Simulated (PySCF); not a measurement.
```xyz
25

C     3.8193    1.4398    0.5540
C     2.3492    1.6711    0.8637
O     1.5986    0.6433    0.2536
C     0.2446    0.7948    0.2393
C    -0.5375   -0.2523   -0.0043
Si    0.3595   -1.8909   -0.2373
C    -2.0293   -0.0885   -0.1009
C    -2.5261   -0.5026   -1.4859
C    -2.7340   -0.8997    0.9866
H     3.9845    1.4845   -0.5191
H     4.4264    2.1971    1.0422
H     4.1174    0.4566    0.9077
H     2.1840    1.6587    1.9519
H     2.0256    2.6507    0.4811
H    -0.1240    1.8053    0.4102
H     1.1923   -2.1589    0.9370
H     1.1849   -1.8488   -1.4464
H    -0.6043   -2.9913   -0.3756
H    -2.2740    0.9717    0.0488
H    -3.6032   -0.3656   -1.5607
H    -2.2956   -1.5485   -1.6718
H    -2.0454    0.0976   -2.2554
H    -2.3809   -0.5988    1.9703
H    -2.5333   -1.9600    0.8579
H    -3.8097   -0.7411    0.9410
```

Geometry: GFN2-xTB.

All numbers below come from PBE0/pcSseg-1, SCF density, gas phase, non-relativistic in PySCF.

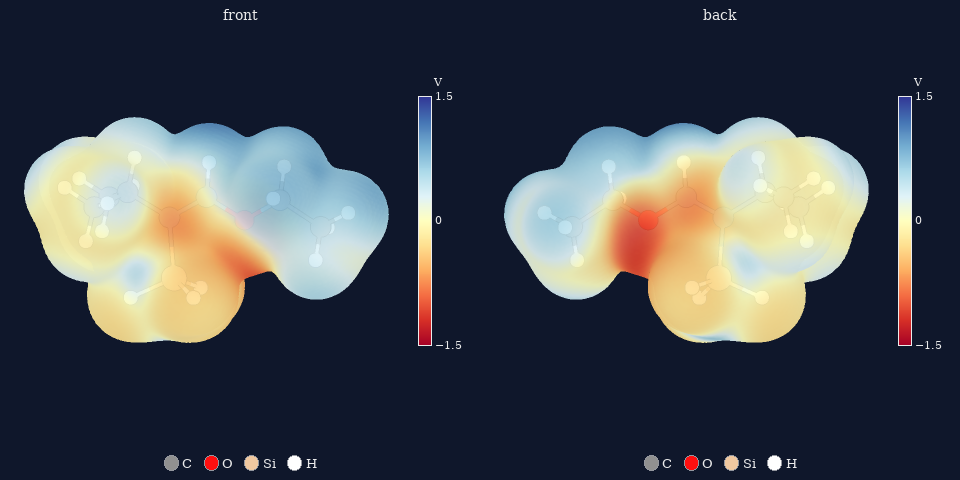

C7H16OSi. The electrostatic potential painted on the density surface at 0.002 e/bohr³, seen from the front and from behind; red is negative and blue positive.

Which sites attract a positive test charge, and which a negative one?

Answer. A positive charge is drawn to the negative regions and a negative charge to the positive ones. The most negative region (about −1.1 V) lies over O3, the most positive (about +1.0 V) over H15. O3 is the likeliest acceptor of a hydrogen bond.

What dipole moment does the calculation give?

Answer. Its dipole moment is 2.44 D.
